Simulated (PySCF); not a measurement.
## Electronic structure of C5H12FPSi (SMILES FC1CCP([SiH3])CC1) in real space

The calculation's input:

```
{"job": {"kind": "uv", "xc": "PBE0", "basis": "def2-SVPD", "ip": true, "dynamic": true}, "charge": 0, "multiplicity": 1}
F     -2.861825    -0.032765     1.137519
C     -1.922554    -0.160282     0.133567
C     -1.074618     1.097230     0.106558
C     -0.061868     1.107359    -1.032047
P      1.093941    -0.359389    -1.130510
Si     2.237851    -0.184440     0.814571
C     -0.125959    -1.719405    -0.735800
C     -1.126853    -1.428699     0.375464
H     -2.474740    -0.251697    -0.822320
H     -0.567564     1.188576     1.081635
H     -1.750678     1.964041     0.019892
H     -0.584124     1.137005    -2.004567
H      0.558265     2.017165    -0.998538
H      1.442778     0.008781     2.069370
H      3.167417     0.977952     0.672839
H      3.036140    -1.440553     0.960468
H     -0.658401    -1.920892    -1.682181
H      0.451216    -2.632160    -0.518671
H     -0.615898    -1.333600     1.348292
H     -1.838272    -2.265474     0.473419
```

Run with:

```sh
OMP_NUM_THREADS=1 python probes_run.py task.json out
```

Geometry: PBE0-D3(BJ)/def2-SVP.

The calculation used PBE0/def2-SVPD, SCF density, gas phase (PySCF 2.14.0).

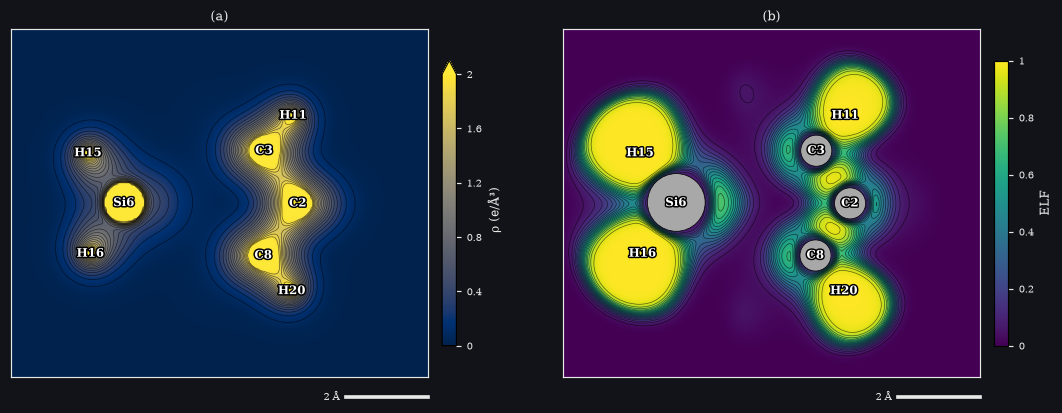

Figure 1. (a) electron density; (b) ELF on the plane of atoms C3, C2 and C8. Grey discs cover the atomic cores in the ELF map.

> What do the fields say about this system?

Atoms in the plane: C, Si and H.
C–C (1.52 Å): ρ is about 1.7 e/Å³ halfway; the ELF peaks at about 0.95 between the atoms; a covalent bond.
C–H (1.10 Å): the density is about 1.9 e/Å³ at the midpoint; the ELF climbs to about 1 towards the hydrogen, as it does in any bond to H (a covalent bond by its length).
Si–H (1.50 Å): the density is about 0.76 e/Å³ at the midpoint; the ELF climbs to about 1 towards the hydrogen.

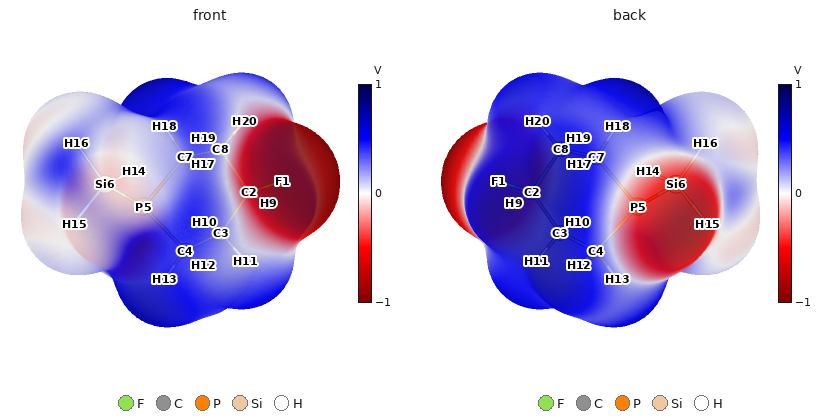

Figure 2. The molecular electrostatic potential painted on the density surface at 0.001 e/bohr³, seen from the front and from behind; the colour scale runs from red (negative) to blue (positive).

> Which sites attract a positive test charge, and which a negative one?

A positive charge is drawn to the negative regions and a negative charge to the positive ones. The most negative region (about −1.0 V) lies over F1, the most positive (about +0.8 V) over the H atoms.
